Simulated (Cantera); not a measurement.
A closed system holds: 1 mol Ti, a varied amount of C₃H₈, held at 1050 K and 13300 Pa.

Cantera equilibrium calculation (NASA polynomials, part measured and part estimated; ideal gas, pure solids and liquids). Candidate condensed phases: C, C₆H₆, C₇H₈, C₈H₁₈, Ti, TiC; 77 gas species. Mutual solubility and eutectic melting of coexisting phases are not modelled. TiC: taken at fixed stoichiometry. Condensed phases not in the tables: N, O or C dissolved in the metal. Rates play no part.

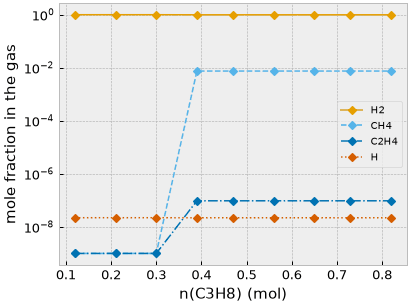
Figure. Equilibrium gas composition (values under 1e-9 drawn at 1e-9)

From 0.12 mol C₃H₈ to 0.3 mol C₃H₈ the condensed part is Ti(α) + TiC(s). From 0.39 mol C₃H₈ to 0.82 mol C₃H₈ the condensed part is C(graphite) + TiC(s).
